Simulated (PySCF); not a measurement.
CH4AlNO: saddle-point search (part 1 of 3)

- system: CH4AlNO
- method: HF/def2-SVP, RHF (PySCF 2.14.0)

Figures and captions count atoms from 1; the log counts them from 0 in places.

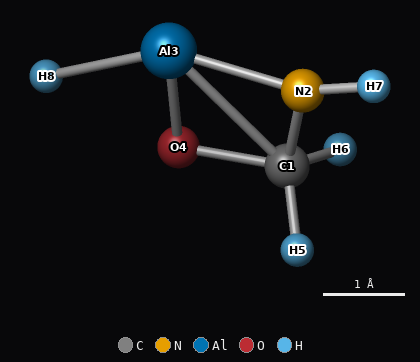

*The input geometry (ball-and-stick view, seen at a tilt; atoms are numbered from 1 in the order of the input). Sticks mark near contacts.*

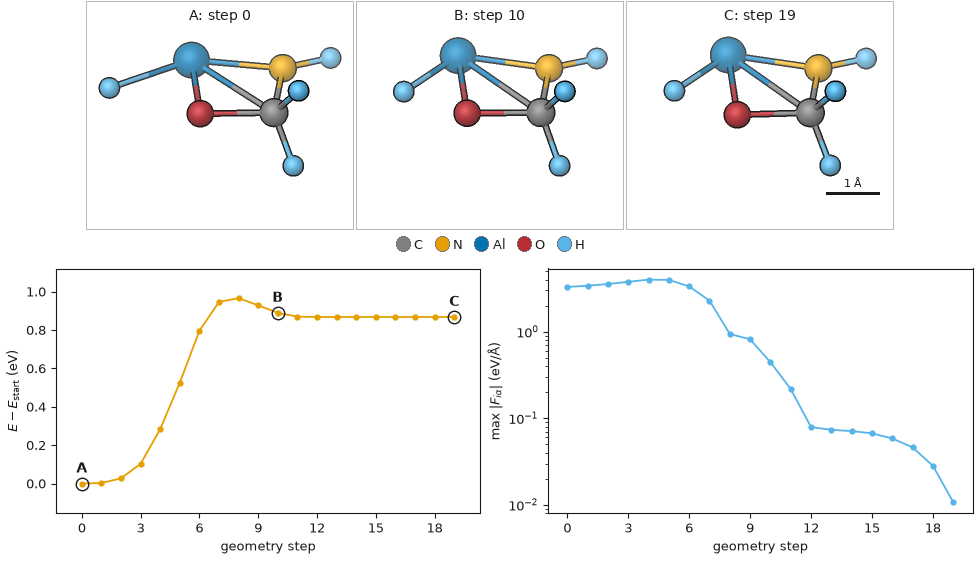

*Frames of the saddle-point search (ball-and-stick view, seen at a tilt) above the curves, on which the letters mark them (steps are counted from 0).*

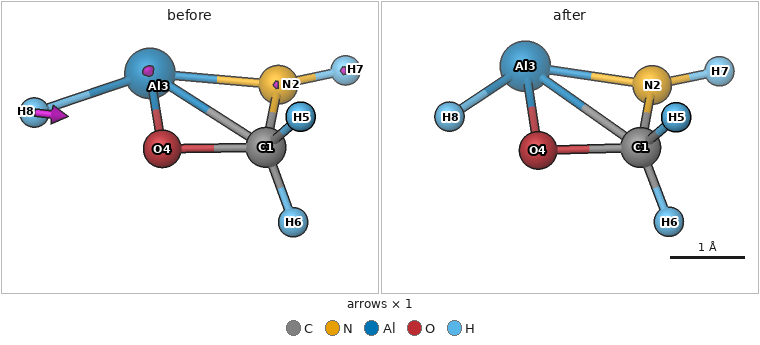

*Before (left) and after (right) the saddle-point search, at one scale (ball-and-stick view, seen at a tilt). The pink arrows give the displacements, at true length.*

H8 moves most after the best rigid fit: 0.48 Å. By element the largest moves are H 0.48 Å, Al 0.17 Å, N 0.09 Å, C 0.07 Å, O 0.07 Å. Distances before and after: Al3–H8 1.882 → 1.619 Å, Al3–O4 1.732 → 1.932 Å, C1–Al3 2.237 → 2.355 Å, C1–O4 1.423 → 1.412 Å. Among the angles that change: N2–Al3–H8 143.0° → 120.0°, C1–Al3–H8 102.1° → 81.8°, O4–Al3–H8 62.6° → 45.0°. After 19 geometry steps the energy has risen by 0.868 eV. The largest force component goes from 3.3 to 0.011 eV/Å. (Atoms are counted from 1 in the order of the input.)

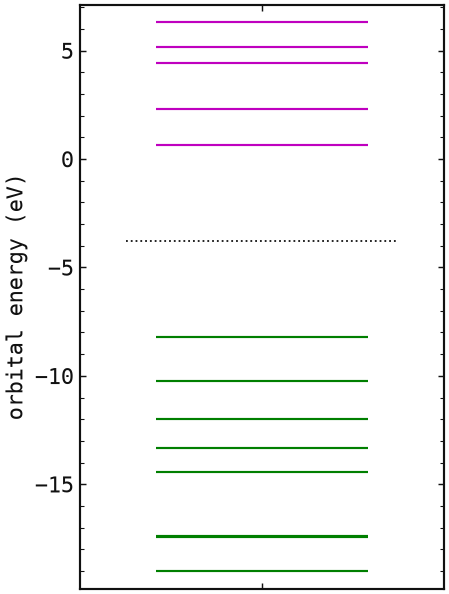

*Orbital energies near the frontier; the dotted line parts filled from empty levels, and levels within 0.02 eV of each other stand side by side.*

Highest filled −8.20 eV, lowest empty 0.67 eV, 8.87 eV apart.

The input that produced these results follows, with the program's output.

The input (run.py):
```python
# C1[NH][AlH][O]1
from pyscf import gto
from pyscf.geomopt.geometric_solver import kernel as optimise

system = gto.Mole()
system.atom = 'mol.xyz'
system.verbose = 3
system.max_memory = 1860
system.basis = 'def2-svp'
system.build()

hf = system.RHF()
hf = hf.density_fit(auxbasis='cc-pvtz-jkfit')
converged, mol_eq = optimise(hf, maxsteps=60, transition=True, hessian=True)
print('converged:', converged)
print(mol_eq.tostring())

hf.reset(mol_eq)
system = mol_eq
hf.kernel()
e_tot = hf.e_tot
print('Final energy', e_tot)
```

File mol.xyz:
```
8

C     -0.254000     0.762000    -0.440000
N      0.576900     0.253100     0.654700
Al     0.036100    -1.359500     0.209100
O     -0.820500    -0.429100    -0.975000
H      0.332400     1.276900    -1.213500
H     -1.052500     1.431000    -0.090700
H      1.107700     0.887000     1.221500
H     -1.053888    -2.296681    -1.006186
```

Command:
```bash
OMP_NUM_THREADS=1 python run.py
```

The program's output:
```
converged SCF energy = -411.118554461376

#|     Arguments passed to driver run_optimizer():      |#
customengine              <pyscf.geomopt.geometric_solver.PySCFEngine object>
maxiter                   60
transition                True
----------------------------------------------------------
 Transition state optimization requested.
Custom engine selected.
Requested bond order-based connectivity but it is not available in the current engine
Bonds will be generated from interatomic distances less than 1.20 times sum of covalent radii
Creating artificial bond to isolated atom: 8-4
24 internal coordinates being used (instead of 24 Cartesians)
Internal coordinate system (atoms numbered from 1):
Distance 1-2
Distance 1-3
Distance 1-4
Distance 1-5
Distance 1-6
Distance 2-3
Distance 2-7
Distance 3-4
Distance 4-8
Angle 2-1-4
Angle 2-1-5
Angle 2-1-6
Angle 3-1-4
Angle 3-1-6
Angle 4-1-5
Angle 4-1-6
Angle 5-1-6
Angle 1-2-7
Angle 3-2-7
Angle 1-3-4
Angle 2-3-4
Angle 1-4-8
Angle 3-4-8
Out-of-Plane 1-2-3-4
Out-of-Plane 1-5-3-6
Out-of-Plane 2-1-3-7
Out-of-Plane 3-1-2-4
Out-of-Plane 4-1-3-8
Dihedral 3-1-2-7
Dihedral 4-1-2-3
Dihedral 4-1-2-7
Dihedral 5-1-2-3
Dihedral 5-1-2-7
Dihedral 6-1-2-3
Dihedral 6-1-2-7
Dihedral 2-1-3-4
Dihedral 4-1-3-2
Dihedral 5-1-3-2
Dihedral 5-1-3-4
Dihedral 6-1-3-2
Dihedral 6-1-3-4
Dihedral 2-1-4-3
Dihedral 2-1-4-8
Dihedral 3-1-4-8
Dihedral 5-1-4-3
Dihedral 5-1-4-8
Dihedral 6-1-4-3
Dihedral 6-1-4-8
Dihedral 1-2-3-4
Dihedral 7-2-3-1
Dihedral 7-2-3-4
Dihedral 1-3-4-8
Dihedral 2-3-4-1
Dihedral 2-3-4-8
Translation-X 1-8
Translation-Y 1-8
Translation-Z 1-8
Rotation-A 1-8
Rotation-B 1-8
Rotation-C 1-8
<class 'geometric.internal.Distance'> : 9
<class 'geometric.internal.Angle'> : 14
<class 'geometric.internal.OutOfPlane'> : 5
<class 'geometric.internal.Dihedral'> : 26
<class 'geometric.internal.TranslationX'> : 1
<class 'geometric.internal.TranslationY'> : 1
<class 'geometric.internal.TranslationZ'> : 1
<class 'geometric.internal.RotationA'> : 1
<class 'geometric.internal.RotationB'> : 1
<class 'geometric.internal.RotationC'> : 1
> ===== Optimization Info: ====
> Job type: Transition state optimization
> Maximum number of optimization cycles: 60
> Initial / maximum trust radius (Angstrom): 0.010 / 0.030
> Convergence Criteria:
> Will converge when all 5 criteria are reached:
>  |Delta-E| < 1.00e-06
>  RMS-Grad  < 3.00e-04
>  Max-Grad  < 4.50e-04
>  RMS-Disp  < 1.20e-03
>  Max-Disp  < 1.80e-03
> === End Optimization Info ===

Geometry optimization cycle 1
Cartesian coordinates (Angstrom)
 Atom        New coordinates             dX        dY        dZ
   C  -0.254000   0.762000  -0.440000    0.000000  0.000000  0.000000
   N   0.576900   0.253100   0.654700    0.000000  0.000000  0.000000
  Al   0.036100  -1.359500   0.209100    0.000000  0.000000  0.000000
   O  -0.820500  -0.429100  -0.975000    0.000000  0.000000  0.000000
   H   0.332400   1.276900  -1.213500    0.000000  0.000000  0.000000
   H  -1.052500   1.431000  -0.090700    0.000000  0.000000  0.000000
   H   1.107700   0.887000   1.221500    0.000000  0.000000  0.000000
   H  -1.053888  -2.296681  -1.006186    0.000000  0.000000  0.000000

WARN: Mole.unit (angstrom) is changed to Bohr

converged SCF energy = -411.118554461378
--------------- DFRHF_Scanner gradients ---------------
         x                y                z
0 C     0.0181207272     0.0004258380     0.0223027140
1 N    -0.0081585058     0.0076347564    -0.0110901875
2 Al     0.0437845053     0.0243824747     0.0506347672
3 O    -0.0200484211    -0.0639854935    -0.0159108817
4 H     0.0001416672    -0.0018125035    -0.0043010152
5 H    -0.0044342937    -0.0013358302    -0.0005970153
6 H     0.0030683616     0.0046449268     0.0031332209
7 H    -0.0324740408     0.0300458313    -0.0441716023
----------------------------------------------
cycle 1: E = -411.118554461  dE = -411.119  norm(grad) = 0.12203
>> Using Hessian data provided via params...
>> Initial Cartesian Hessian Eigenvalues
Hessian Eigenvalues:  -1.553e-02 -2.990e-03 -2.697e-04 -3.095e-09  3.850e-10  6.931e-09  2.239e-03
 5.602e-03  1.984e-02  5.411e-02  5.616e-02  6.523e-02    .....    8.994e-01  9.494e-01  1.340e+00

== Summary of harmonic free energy analysis ==
Note: Rotational symmetry is set to 1 regardless of true symmetry
2 Imaginary Frequencies (cm^-1): 237.359i 110.356i
Note: Free energy does not include contribution from imaginary mode(s)

Free energy contributions calculated at @ 300.00 K:
Zero-point vibrational energy:                                   34.0286 kcal/mol
H   (Trans + Rot + Vib = Tot):   1.4904 +   0.8942 +   0.5597 =   2.9443 kcal/mol
S   (Trans + Rot + Vib = Tot):  38.8380 +  24.1245 +   2.5116 =  65.4741 cal/mol/K
TS  (Trans + Rot + Vib = Tot):  11.6514 +   7.2373 +   0.7535 =  19.6422 kcal/mol

Ground State Electronic Energy    : E0                        =  -411.11855446 au (   -257980.7879 kcal/mol)
Free Energy Correction (Harmonic) : ZPVE + [H-TS]_T,R,V       =     0.02761824 au (        17.3307 kcal/mol)
Gibbs Free Energy (Harmonic)      : E0 + ZPVE + [H-TS]_T,R,V  =  -411.09093622 au (   -257963.4572 kcal/mol)

Step    0 : Gradient = 4.314e-02/7.124e-02 (rms/max) Energy = -411.1185544614
Hessian Eigenvalues:  -2.531e-02 -2.307e-08  1.611e-09  1.138e-08  2.586e-08  2.803e-08  1.755e-07
 1.548e-03  7.350e-03  1.469e-02  3.789e-02  4.609e-02    .....    3.463e-01  3.760e-01  5.213e-01

Geometry optimization cycle 2
Cartesian coordinates (Angstrom)
 Atom        New coordinates             dX        dY        dZ
   C  -0.256092   0.760764  -0.442457   -0.002092 -0.001236 -0.002457
   N   0.575510   0.248960   0.653552   -0.001390 -0.004140 -0.001148
  Al   0.034804  -1.365276   0.208354   -0.001296 -0.005776 -0.000746
   O  -0.815052  -0.433516  -0.967679    0.005448 -0.004416  0.007321
   H   0.328863   1.275684  -1.216410   -0.003537 -0.001216 -0.002910
   H  -1.054776   1.429571  -0.094595   -0.002276 -0.001429 -0.003895
   H   1.105948   0.881943   1.220033   -0.001752 -0.005057 -0.001467
   H  -1.046993  -2.273411  -1.000885    0.006895  0.023270  0.005301
converged SCF energy = -411.118452092575
--------------- DFRHF_Scanner gradients ---------------
         x                y                z
0 C     0.0158172901     0.0019574143     0.0192217549
1 N    -0.0078655810     0.0061377198    -0.0105147058
2 Al     0.0405551306     0.0239123225     0.0467208330
3 O    -0.0153119907    -0.0661211630    -0.0097657703
4 H    -0.0001869223    -0.0017402523    -0.0040591550
5 H    -0.0041276479    -0.0013431708    -0.0008657308
6 H     0.0024199405     0.0041073753     0.0024080205
7 H    -0.0313002193     0.0330897542    -0.0431452466
----------------------------------------------
cycle 2: E = -411.118452093  dE = 0.000102369  norm(grad) = 0.118062
Step    1 : Displace = 1.039e-02/2.484e-02 (rms/max) Trust = 1.000e-02 (=) Grad = 4.174e-02/6.857e-02 (rms/max) E (change) = -411.1184520926 (+1.024e-04) Quality = 0.975
Hessian Eigenvalues:  -2.817e-02 -2.123e-08  2.642e-09  1.163e-08  2.589e-08  2.803e-08  1.755e-07
 1.548e-03  7.350e-03  1.469e-02  3.789e-02  4.609e-02    .....    3.469e-01  3.767e-01  5.213e-01

Geometry optimization cycle 3
Cartesian coordinates (Angstrom)
 Atom        New coordinates             dX        dY        dZ
   C  -0.259050   0.758890  -0.445906   -0.002958 -0.001874 -0.003449
   N   0.573766   0.243370   0.652166   -0.001744 -0.005590 -0.001386
  Al   0.033170  -1.373550   0.207556   -0.001634 -0.008274 -0.000798
   O  -0.807817  -0.439949  -0.957877    0.007235 -0.006433  0.009802
   H   0.323908   1.273788  -1.220550   -0.004955 -0.001896 -0.004140
   H  -1.058053   1.427399  -0.100045   -0.003277 -0.002172 -0.005450
   H   1.103806   0.875214   1.218312   -0.002142 -0.006729 -0.001720
   H  -1.037518  -2.240443  -0.993742    0.009474  0.032968  0.007143
converged SCF energy = -411.117552327559
--------------- DFRHF_Scanner gradients ---------------
         x                y                z
0 C     0.0125960174     0.0039226474     0.0149399057
1 N    -0.0073939862     0.0041773732    -0.0096530233
2 Al     0.0357011088     0.0230635465     0.0408565666
3 O    -0.0088414541    -0.0691957405    -0.0013505711
4 H    -0.0006018783    -0.0016095496    -0.0037261426
5 H    -0.0037092809    -0.0013154448    -0.0012028821
6 H     0.0016342529     0.0034541407     0.0015294881
7 H    -0.0293847795     0.0375030270    -0.0413933413
----------------------------------------------
cycle 3: E = -411.117552328  dE = 0.000899765  norm(grad) = 0.113756
Step    2 : Displace = 1.455e-02/3.504e-02 (rms/max) Trust = 1.414e-02 (+) Grad = 4.022e-02/6.977e-02 (rms/max) E (change) = -411.1175523276 (+8.998e-04) Quality = 0.985
Hessian Eigenvalues:  -3.565e-02 -1.937e-08  3.928e-09  1.203e-08  2.593e-08  2.803e-08  1.755e-07
 1.548e-03  7.350e-03  1.469e-02  3.789e-02  4.609e-02    .....    3.484e-01  3.785e-01  5.214e-01

Geometry optimization cycle 4
Cartesian coordinates (Angstrom)
 Atom        New coordinates             dX        dY        dZ
   C  -0.263217   0.756032  -0.450719   -0.004167 -0.002858 -0.004813
   N   0.571833   0.236137   0.650771   -0.001933 -0.007233 -0.001395
  Al   0.031665  -1.385556   0.207461   -0.001506 -0.012006 -0.000095
   O  -0.798680  -0.449500  -0.945303    0.009137 -0.009550  0.012574
   H   0.316975   1.270754  -1.226453   -0.006933 -0.003034 -0.005903
   H  -1.062796   1.424029  -0.107654   -0.004743 -0.003370 -0.007609
   H   1.101473   0.866745   1.216587   -0.002333 -0.008469 -0.001725
   H  -1.025039  -2.193923  -0.984776    0.012479  0.046520  0.008967
converged SCF energy = -411.114768654648
--------------- DFRHF_Scanner gradients ---------------
         x                y                z
0 C     0.0081820019     0.0064233880     0.0091044511
1 N    -0.0064958182     0.0018012812    -0.0082067936
2 Al     0.0284963207     0.0213386066     0.0322153381
3 O    -0.0005131094    -0.0733787719     0.0095079217
4 H    -0.0011010469    -0.0013753079    -0.0032669637
5 H    -0.0031407440    -0.0012087425    -0.0016029325
6 H     0.0007687208     0.0027079765     0.0005651185
7 H    -0.0261963249     0.0436915700    -0.0383161396
----------------------------------------------
cycle 4: E = -411.114768655  dE = 0.00278367  norm(grad) = 0.110379
Step    3 : Displace = 2.016e-02/4.899e-02 (rms/max) Trust = 2.000e-02 (+) Grad = 3.902e-02/7.399e-02 (rms/max) E (change) = -411.1147686546 (+2.784e-03) Quality = 0.990
Hessian Eigenvalues:  -4.745e-02 -1.932e-08  3.965e-09  1.205e-08  2.593e-08  2.803e-08  1.755e-07
 1.548e-03  7.350e-03  1.469e-02  3.789e-02  4.609e-02    .....    3.503e-01  3.814e-01  5.214e-01

Geometry optimization cycle 5
Cartesian coordinates (Angstrom)
 Atom        New coordinates             dX        dY        dZ
   C  -0.268869   0.751553  -0.457125   -0.005652 -0.004479 -0.006406
   N   0.570246   0.227713   0.649963   -0.001587 -0.008424 -0.000807
  Al   0.032288  -1.403134   0.210799    0.000623 -0.017578  0.003338
   O  -0.788457  -0.463977  -0.930707    0.010224 -0.014477  0.014596
   H   0.307565   1.265566  -1.234670   -0.009410 -0.005187 -0.008217
   H  -1.069577   1.418508  -0.117911   -0.006780 -0.005521 -0.010256
   H   1.099463   0.857517   1.215345   -0.002010 -0.009228 -0.001243
   H  -1.010447  -2.129029  -0.975780    0.014592  0.064894  0.008996
converged SCF energy = -411.108138795205
--------------- DFRHF_Scanner gradients ---------------
         x                y                z
0 C     0.0025256070     0.0094960191     0.0016613754
1 N    -0.0046284793    -0.0005262653    -0.0055753146
2 Al     0.0185389420     0.0176810564     0.0204471356
3 O     0.0085799687    -0.0777599760     0.0213251577
4 H    -0.0016109879    -0.0009826003    -0.0026377128
5 H    -0.0023872256    -0.0009550143    -0.0019914341
6 H     0.0000084367     0.0019205895    -0.0002644181
7 H    -0.0210262617     0.0511261908    -0.0329647892
----------------------------------------------
cycle 5: E = -411.108138795  dE = 0.00662986  norm(grad) = 0.109403
Step    4 : Displace = 2.733e-02/6.714e-02 (rms/max) Trust = 2.828e-02 (+) Grad = 3.868e-02/8.109e-02 (rms/max) E (change) = -411.1081387952 (+6.630e-03) Quality = 0.998
Hessian Eigenvalues:  -6.606e-02 -1.924e-08  4.028e-09  1.207e-08  2.593e-08  2.803e-08  1.755e-07
 1.548e-03  7.350e-03  1.469e-02  3.788e-02  4.609e-02    .....    3.523e-01  3.845e-01  5.214e-01
```
